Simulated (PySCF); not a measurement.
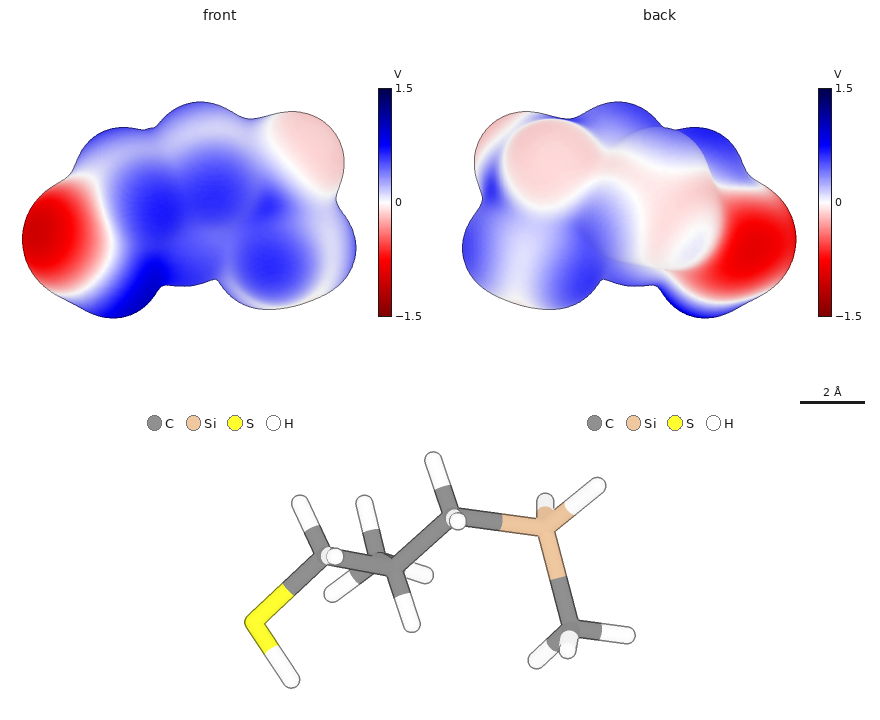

C₅H₁₄SSi (SMILES C[SiH2]C[C@H](C)CS). The electrostatic potential painted on the density surface at 0.001 e/bohr³, seen from the front and from behind; red is negative and blue positive. The bare structure is drawn below in the same view.

Geometry: GFN2-xTB.

Method: PBE0/pcSseg-1, SCF density, gas phase, non-relativistic (PySCF).

Input file:

```
{"job": {"kind": "nmr", "xc": "PBE0", "basis": "pcSseg-1"}, "charge": 0, "multiplicity": 1}
C     -2.536266     0.773076    -0.607861
Si    -2.012788    -0.712313     0.452641
C     -0.270518    -0.408239     1.172872
C      0.776585     0.083871     0.172413
C      1.027591    -0.940108    -0.927997
C      2.074075     0.389680     0.918234
S      3.347410     1.177512    -0.129016
H     -2.452434     1.706169    -0.056844
H     -1.927283     0.863559    -1.503144
H     -3.569369     0.673720    -0.926101
H     -2.936494    -0.865705     1.584685
H     -2.038895    -1.939176    -0.353435
H      0.094405    -1.325607     1.638815
H     -0.355755     0.326858     1.977225
H      0.418836     1.015012    -0.283592
H      1.295269    -1.901317    -0.493773
H      0.139744    -1.073299    -1.539985
H      1.843928    -0.614245    -1.569507
H      2.538885    -0.528878     1.277057
H      1.898960     1.050930     1.768036
H      2.635191     2.265440    -0.416491
```

Command:

```sh
OMP_NUM_THREADS=1 python probes_run.py task.json out
```

Question: Which sites attract a positive test charge, and which a negative one?

Answer: A positive charge is drawn to the negative regions and a negative charge to the positive ones. The most negative region (about −1.0 V) lies over S7, the most positive (about +0.9 V) over H21.
